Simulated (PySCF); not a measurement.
# singlet [HO2]−: levels of theory compared

Aim: a comparison of 6 runs (HF/STO-3G, HF/3-21G, BHLYP/def2-TZVPPD, PBE0/def2-TZVPPD, TPSS/def2-TZVPPD, revPBE/def2-TZVPPD) of singlet [HO2]−. Input form: a Python script.

Program for the calculation: PySCF 2.14.0.

4 further runs of the same task are left out: 4 set aside as unsound or not needed.

### 1 Starting point

[HO2]− has 3 atoms, charge -1, and is taken as a singlet. SMILES of the parent species: `[O]O`. The shape is that of a PBE0-D4/def2-TZVP optimisation. That shape belongs to the parent species and isn't relaxed for this state.

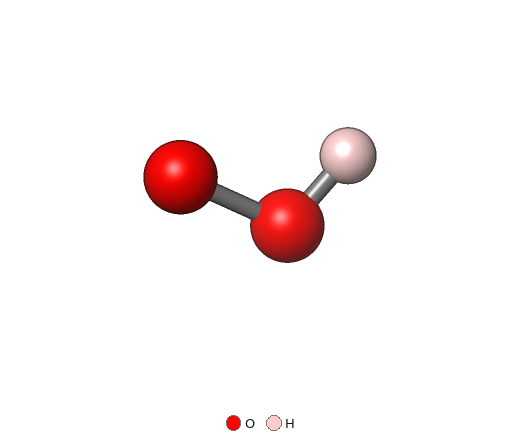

Viewed from a chosen angle; oxygen red, hydrogen pink.

### 2 A single-point energy at HF/STO-3G (run 1)

geometry.xyz reads:

```xyz
3
HO2
O     -0.355150     0.941950    -0.088650
O     -0.244540    -0.359400    -0.172440
H      0.599690    -0.582550     0.261090
```

run.py reads:

```python
from pyscf import gto, scf

mol = gto.M(
    atom='geometry.xyz',
    charge=-1,
    spin=0,
    verbose=4,
    max_memory=1860,
    basis='sto-3g',
)

calc0 = scf.RHF(mol)
calc0.conv_tol = 1e-10
calc0.kernel()
if not calc0.converged:
    calc0 = calc0.newton().run(calc0.mo_coeff, calc0.mo_occ)

energy = calc0.e_tot
print(f'total energy: {energy:.8f} hartree')
```

On the command line:

```bash
OMP_NUM_THREADS=1 python run.py
```

What it wrote:

```text
PySCF version 2.14.0

[INPUT] num. atoms = 3
[INPUT] num. electrons = 18
[INPUT] charge = -1
[INPUT] spin (= nelec alpha-beta = 2S) = 0
[INPUT] symmetry False subgroup None
[INPUT] Mole.unit = angstrom
[INPUT] Symbol           X                Y                Z      unit          X                Y                Z       unit  Magmom
[INPUT]  1 O     -0.355150000000   0.941950000000  -0.088650000000 AA   -0.671136233139   1.780027523034  -0.167524220943 Bohr   0.0
[INPUT]  2 O     -0.244540000000  -0.359400000000  -0.172440000000 AA   -0.462113626501  -0.679167569169  -0.325864372920 Bohr   0.0
[INPUT]  3 H      0.599690000000  -0.582550000000   0.261090000000 AA    1.133249859640  -1.100859953865   0.493388593863 Bohr   0.0

nuclear repulsion = 32.5305569212017
number of shells = 7
number of NR pGTOs = 33
number of NR cGTOs = 11
basis = sto-3g
ecp = {}

******** <class 'pyscf.scf.hf.RHF'> ********
method = RHF
initial guess = minao
damping factor = 0
level_shift factor = 0
DIIS = <class 'pyscf.scf.diis.CDIIS'>
diis_start_cycle = 1
diis_space = 8
diis_damp = 0
SCF conv_tol = 1e-10
SCF conv_tol_grad = None
SCF max_cycles = 50
direct_scf = True
direct_scf_tol = 1e-13
Set gradient conv threshold to 1e-05
Initial guess from minao.
init E= -148.107044684354
  HOMO = -0.194820561594634  LUMO = 0.314875855945493  gap/eV = 13.86955
cycle= 1 E= -147.828562328276  delta_E= 0.278  |g|= 0.391  |ddm|= 2.38
  HOMO = 0.34986619899788  LUMO = 0.921131339599278  gap/eV = 15.54492
cycle= 2 E= -147.90722397169  delta_E= -0.0787  |g|= 0.0973  |ddm|=  0.7
  HOMO = 0.235731376671267  LUMO = 1.0020715888679  gap/eV = 20.85318
cycle= 3 E= -147.912320658633  delta_E= -0.0051  |g|= 0.0109  |ddm|= 0.204
  HOMO = 0.235002768322523  LUMO = 0.99758471432237  gap/eV = 20.75091
cycle= 4 E= -147.912392867113  delta_E= -7.22e-05  |g|= 0.00313  |ddm|= 0.0227
  HOMO = 0.235423398073609  LUMO = 0.998626944333734  gap/eV = 20.76783
cycle= 5 E= -147.912400777142  delta_E= -7.91e-06  |g|= 0.000508  |ddm|= 0.00965
  HOMO = 0.235515368294343  LUMO = 0.998621778247456  gap/eV = 20.76518
cycle= 6 E= -147.91240098635  delta_E= -2.09e-07  |g|= 9.34e-05  |ddm|= 0.00161
  HOMO = 0.235514785669956  LUMO = 0.998596626438074  gap/eV = 20.76451
cycle= 7 E= -147.912400993923  delta_E= -7.57e-09  |g|= 3.22e-05  |ddm|= 0.00028
  HOMO = 0.235513100474933  LUMO = 0.998599739370888  gap/eV = 20.76465
cycle= 8 E= -147.912400995089  delta_E= -1.17e-09  |g|= 3.65e-06  |ddm|= 0.000146
  HOMO = 0.235513338315828  LUMO = 0.998597786283187  gap/eV = 20.76459
cycle= 9 E= -147.9124009951  delta_E= -1.02e-11  |g|= 6.83e-07  |ddm|= 1.09e-05
  HOMO = 0.235513188541603  LUMO = 0.998598286794387  gap/eV = 20.76460
Extra cycle  E= -147.9124009951  delta_E= -3.98e-13  |g|= 2.96e-07  |ddm|= 1.76e-06
converged SCF energy = -147.9124009951
total energy: -147.91240100 hartree
```

Run time: 0.9 s. Hardware: 1 thread of Arm Neoverse N1, shared host; peak memory 0.1 GiB.

### 3 A single-point energy at HF/3-21G (run 2)

calc.py reads:

```python
from pyscf import gto

molecule = gto.M(
    atom='''
O     -0.355150     0.941950    -0.088650
O     -0.244540    -0.359400    -0.172440
H      0.599690    -0.582550     0.261090
''',
    verbose=3,
    charge=-1,
    basis='3-21g',
    max_memory=1860,
    spin=0,
)

mf = molecule.RHF()
mf.conv_tol = 1e-10
mf.kernel()
if not mf.converged:
    mf = mf.newton().run(mf.mo_coeff, mf.mo_occ)

e_tot = mf.e_tot
print('E(%s) = %.9f' % ('HF', e_tot))
```

On the command line:

```bash
OMP_NUM_THREADS=1 python calc.py
```

What it wrote:

```text
converged SCF energy = -149.253084865737
E(HF) = -149.253084866
```

Wall time 1.1 s (1 thread of Arm Neoverse N1, shared host); peak memory 0.12 GiB.

Runs 3 to 4 aren't shown in full; the table further down has their settings and results.

### 4 A single-point energy at TPSS/def2-TZVPPD (run 5)

calc.py reads:

```python
from pyscf import gto, dft

mol = gto.M(
    atom=[
    ('O', (-0.355150, 0.941950, -0.088650)),
    ('O', (-0.244540, -0.359400, -0.172440)),
    ('H', (0.599690, -0.582550, 0.261090)),
],
    verbose=4,
    basis='def2-tzvppd',
    charge=-1,
    max_memory=1860,
)

myscf = dft.RKS(mol, xc='tpss')
myscf.grids.level = 5
myscf.conv_tol = 1e-10
myscf.kernel()
if not myscf.converged:
    myscf = myscf.newton().run(myscf.mo_coeff, myscf.mo_occ)

etot = myscf.e_tot
print(f'total energy: {etot:.8f} hartree')
```

On the command line:

```bash
OMP_NUM_THREADS=1 python calc.py
```

What it wrote:

```text
PySCF version 2.14.0

[INPUT] num. atoms = 3
[INPUT] num. electrons = 18
[INPUT] charge = -1
[INPUT] spin (= nelec alpha-beta = 2S) = 0
[INPUT] symmetry False subgroup None
[INPUT] Mole.unit = angstrom
[INPUT] Symbol           X                Y                Z      unit          X                Y                Z       unit  Magmom
[INPUT]  1 O     -0.355150000000   0.941950000000  -0.088650000000 AA   -0.671136233139   1.780027523034  -0.167524220943 Bohr   0.0
[INPUT]  2 O     -0.244540000000  -0.359400000000  -0.172440000000 AA   -0.462113626501  -0.679167569169  -0.325864372920 Bohr   0.0
[INPUT]  3 H      0.599690000000  -0.582550000000   0.261090000000 AA    1.133249859640  -1.100859953865   0.493388593863 Bohr   0.0

nuclear repulsion = 32.5305569212017
number of shells = 35
number of NR pGTOs = 129
number of NR cGTOs = 97
basis = def2-tzvppd
ecp = {}

******** <class 'pyscf.dft.rks.RKS'> ********
method = RKS
initial guess = minao
damping factor = 0
level_shift factor = 0
DIIS = <class 'pyscf.scf.diis.CDIIS'>
diis_start_cycle = 1
diis_space = 8
diis_damp = 0
SCF conv_tol = 1e-10
SCF conv_tol_grad = None
SCF max_cycles = 50
direct_scf = True
direct_scf_tol = 1e-13
XC library pyscf.dft.libxc version 7.0.0
    S. Lehtola, C. Steigemann, M. J.T. Oliveira, and M. A.L. Marques.,  SoftwareX 7, 1–5 (2018)
XC functionals = tpss
    J. Tao, J. P. Perdew, V. N. Staroverov, and G. E. Scuseria.,  Phys. Rev. Lett. 91, 146401 (2003)
    J. Tao, J. P. Perdew, V. N. Staroverov, and G. E. Scuseria.,  Phys. Rev. Lett. 91, 146401 (2003)
radial grids:
    Treutler-Ahlrichs [JCP 102, 346 (1995); DOI:10.1063/1.469408] (M4) radial grids

becke partition: Becke, JCP 88, 2547 (1988); DOI:10.1063/1.454033
pruning grids: <function nwchem_prune>
grids dens level: 5
symmetrized grids: False
atomic radii adjust function: <function treutler_atomic_radii_adjust>
small_rho_cutoff = 0
Set gradient conv threshold to 1e-05
[... 1 set-up line as earlier in the session ...]
tot grids = 109496
init E= -151.172520459134
  HOMO = -0.276684013664484  LUMO = -0.0213057111669356  gap/eV = 6.94920
cycle= 1 E= -150.791424692541  delta_E= 0.381  |g|= 0.968  |ddm|= 1.33
  HOMO = 0.225068881433779  LUMO = 0.272511953359375  gap/eV = 1.29099
cycle= 2 E= -146.045034162149  delta_E= 4.75  |g|= 3.34  |ddm|=  295
  HOMO = 0.0465803455289517  LUMO = 0.163861686255446  gap/eV = 3.19139
cycle= 3 E= -150.95935404553  delta_E= -4.91  |g|= 0.459  |ddm|=  295
  HOMO = 0.121633285157949  LUMO = 0.161157600480216  gap/eV = 1.07551
cycle= 4 E= -150.96451806692  delta_E= -0.00516  |g|= 0.506  |ddm|= 0.708
  HOMO = 0.13908608201177  LUMO = 0.165397410510831  gap/eV = 0.71597
cycle= 5 E= -151.004074781734  delta_E= -0.0396  |g|= 0.117  |ddm|= 0.439
  HOMO = 0.135275972950728  LUMO = 0.163379923747509  gap/eV = 0.76475
cycle= 6 E= -151.006388537863  delta_E= -0.00231  |g|= 0.0263  |ddm|= 0.0835
  HOMO = 0.130858437732817  LUMO = 0.162769082739223  gap/eV = 0.86833
cycle= 7 E= -151.006562246042  delta_E= -0.000174  |g|= 0.00209  |ddm|= 0.0681
  HOMO = 0.130900127612453  LUMO = 0.162483454780744  gap/eV = 0.85943
cycle= 8 E= -151.006563222067  delta_E= -9.76e-07  |g|= 0.000428  |ddm|= 0.00613
  HOMO = 0.130961927983357  LUMO = 0.162511579954  gap/eV = 0.85851
cycle= 9 E= -151.006563261464  delta_E= -3.94e-08  |g|= 0.000109  |ddm|= 0.00128
  HOMO = 0.130946300728014  LUMO = 0.162503171813828  gap/eV = 0.85871
cycle= 10 E= -151.006563264117  delta_E= -2.65e-09  |g|= 1.61e-05  |ddm|= 0.000224
  HOMO = 0.13094433247112  LUMO = 0.16250314221438  gap/eV = 0.85876
cycle= 11 E= -151.006563264172  delta_E= -5.53e-11  |g|= 3.26e-06  |ddm|= 3.2e-05
  HOMO = 0.130945471032753  LUMO = 0.162503392982203  gap/eV = 0.85873
Extra cycle  E= -151.006563264162  delta_E= 1.02e-11  |g|= 7.66e-06  |ddm|= 2.05e-05
converged SCF energy = -151.006563264162
total energy: -151.00656326 hartree
```

It took 27 s on 1 thread of Arm Neoverse N1, shared host; peak memory 0.53 GiB.

### 5 The energy at revPBE/def2-TZVPPD (run 6)

geometry.xyz is that of step 2.

calc.py reads:

```python
from pyscf import gto, dft

molecule = gto.M(
    atom='geometry.xyz',
    max_memory=1860,
    basis='def2-tzvppd',
    spin=0,
    verbose=4,
    charge=-1,
)

calc0 = dft.RKS(molecule)
calc0.xc = 'revpbe'
calc0.conv_tol = 1e-10
calc0.grids.level = 5
calc0.kernel()
if not calc0.converged:
    calc0 = calc0.newton().run(calc0.mo_coeff, calc0.mo_occ)

etot = calc0.e_tot
print(f'total energy: {etot:.8f} hartree')
```

On the command line:

```bash
OMP_NUM_THREADS=1 python calc.py
```

What it wrote:

```text
PySCF version 2.14.0

[INPUT] num. atoms = 3
[INPUT] num. electrons = 18
[INPUT] charge = -1
[INPUT] spin (= nelec alpha-beta = 2S) = 0
[INPUT] symmetry False subgroup None
[INPUT] Mole.unit = angstrom
[INPUT] Symbol           X                Y                Z      unit          X                Y                Z       unit  Magmom
[INPUT]  1 O     -0.355150000000   0.941950000000  -0.088650000000 AA   -0.671136233139   1.780027523034  -0.167524220943 Bohr   0.0
[INPUT]  2 O     -0.244540000000  -0.359400000000  -0.172440000000 AA   -0.462113626501  -0.679167569169  -0.325864372920 Bohr   0.0
[INPUT]  3 H      0.599690000000  -0.582550000000   0.261090000000 AA    1.133249859640  -1.100859953865   0.493388593863 Bohr   0.0

nuclear repulsion = 32.5305569212017
number of shells = 35
number of NR pGTOs = 129
number of NR cGTOs = 97
basis = def2-tzvppd
ecp = {}

******** <class 'pyscf.dft.rks.RKS'> ********
method = RKS
initial guess = minao
damping factor = 0
level_shift factor = 0
DIIS = <class 'pyscf.scf.diis.CDIIS'>
diis_start_cycle = 1
diis_space = 8
diis_damp = 0
SCF conv_tol = 1e-10
SCF conv_tol_grad = None
SCF max_cycles = 50
direct_scf = True
direct_scf_tol = 1e-13
XC library pyscf.dft.libxc version 7.0.0
    S. Lehtola, C. Steigemann, M. J.T. Oliveira, and M. A.L. Marques.,  SoftwareX 7, 1–5 (2018)
XC functionals = revpbe
    Y. Zhang and W. Yang.,  Phys. Rev. Lett. 80, 890 (1998)
    J. P. Perdew, K. Burke, and M. Ernzerhof.,  Phys. Rev. Lett. 77, 3865 (1996)
    J. P. Perdew, K. Burke, and M. Ernzerhof.,  Phys. Rev. Lett. 78, 1396 (1997)
radial grids:
    Treutler-Ahlrichs [JCP 102, 346 (1995); DOI:10.1063/1.469408] (M4) radial grids

becke partition: Becke, JCP 88, 2547 (1988); DOI:10.1063/1.454033
pruning grids: <function nwchem_prune>
grids dens level: 5
symmetrized grids: False
atomic radii adjust function: <function treutler_atomic_radii_adjust>
small_rho_cutoff = 0
Set gradient conv threshold to 1e-05
[... 1 set-up line as earlier in the session ...]
tot grids = 109496
init E= -151.123416775488
  HOMO = -0.270476793686769  LUMO = -0.0239144888147031  gap/eV = 6.70930
cycle= 1 E= -150.7343954424  delta_E= 0.389  |g|= 0.963  |ddm|=  1.3
  HOMO = 0.219396195941387  LUMO = 0.266767922405874  gap/eV = 1.28905
cycle= 2 E= -145.79463157876  delta_E= 4.94  |g|= 3.45  |ddm|=  285
  HOMO = 0.0574812190916347  LUMO = 0.158224253994959  gap/eV = 2.74136
cycle= 3 E= -150.912767462105  delta_E= -5.12  |g|= 0.417  |ddm|=  285
  HOMO = 0.135834293893213  LUMO = 0.155028655017042  gap/eV = 0.52231
cycle= 4 E= -150.895378726524  delta_E= 0.0174  |g|= 0.579  |ddm|= 0.931
  HOMO = 0.142045641088659  LUMO = 0.157977703484541  gap/eV = 0.43353
cycle= 5 E= -150.948707289141  delta_E= -0.0533  |g|= 0.118  |ddm|= 0.436
  HOMO = 0.136401379591968  LUMO = 0.156399531610237  gap/eV = 0.54418
cycle= 6 E= -150.951272424664  delta_E= -0.00257  |g|= 0.0286  |ddm|= 0.132
  HOMO = 0.132102554314482  LUMO = 0.156070457050127  gap/eV = 0.65220
cycle= 7 E= -150.951478672571  delta_E= -0.000206  |g|= 0.00277  |ddm|= 0.0854
  HOMO = 0.13231837752941  LUMO = 0.155786652492957  gap/eV = 0.63860
cycle= 8 E= -150.951480753366  delta_E= -2.08e-06  |g|= 0.00057  |ddm|= 0.00967
  HOMO = 0.132415781917348  LUMO = 0.155827116387728  gap/eV = 0.63705
cycle= 9 E= -150.95148083138  delta_E= -7.8e-08  |g|= 0.000159  |ddm|= 0.00207
  HOMO = 0.132396408283546  LUMO = 0.155815938834605  gap/eV = 0.63728
cycle= 10 E= -150.951480837037  delta_E= -5.66e-09  |g|= 2.36e-05  |ddm|= 0.000308
  HOMO = 0.132392229682201  LUMO = 0.155815183179211  gap/eV = 0.63737
cycle= 11 E= -150.951480837166  delta_E= -1.3e-10  |g|= 4.3e-06  |ddm|= 7.05e-05
  HOMO = 0.132392572429454  LUMO = 0.155815358443923  gap/eV = 0.63737
cycle= 12 E= -150.951480837171  delta_E= -4.95e-12  |g|= 7.42e-07  |ddm|= 7.72e-06
  HOMO = 0.132392865703794  LUMO = 0.155815377721593  gap/eV = 0.63736
Extra cycle  E= -150.95148083717  delta_E= 9.09e-13  |g|= 2.26e-06  |ddm|= 6.51e-06
converged SCF energy = -150.95148083717
total energy: -150.95148084 hartree
```

Wall time 14 s (1 thread of Arm Neoverse N1, shared host); peak memory 0.46 GiB.

### 6 Overview of the runs

| run | level | integration grid | energy (Eh) | HOMO energy (eV) | LUMO energy (eV) | HOMO–LUMO gap (eV) | wall time |
| --- | --- | --- | --- | --- | --- | --- | --- |
| 1 | HF/STO-3G | – | -147.912401 | 6.41 | 27.17 | 20.76 | 0.9 s |
| 2 | HF/3-21G | – | -149.253085 | 0.61 | 15.00 | 14.39 | 1.1 s |
| 3 | BHLYP/def2-TZVPPD | 5 | -150.907264 | 0.69 | 5.26 | 4.58 | 14 s |
| 4 | PBE0/def2-TZVPPD | 5 | -150.830091 | 2.20 | 4.87 | 2.67 | 14 s |
| 5 | TPSS/def2-TZVPPD | 5 | -151.006563 | 3.56 | 4.42 | 0.86 | 27 s |
| 6 | revPBE/def2-TZVPPD | 5 | -150.951481 | 3.60 | 4.24 | 0.64 | 14 s |

### 7 What came out

```
                                                    quantity          value
                                         run 6: total energy  -150.95148 Eh
                                          run 6: HOMO energy        3.60 eV
                                          run 6: LUMO energy        4.24 eV
run 6: HOMO–LUMO gap (to an unbound level, set by the basis)        0.64 eV
```

In words: The HOMO–LUMO gap runs from 0.64 eV (revPBE/def2-TZVPPD) to 20.76 eV (HF/STO-3G). The two ends differ in method and basis. The empty levels of an anion lie above zero and hang on the basis. Totals of different functionals can't be ranked against each other. In runs 1, 2, 3, 4, 5, 6 the HOMO lies above zero, so the outermost electron may be held by the basis alone. In run 1 the basis is minimal, so the values are rough. All runs together took 71 s, the longest 27 s.
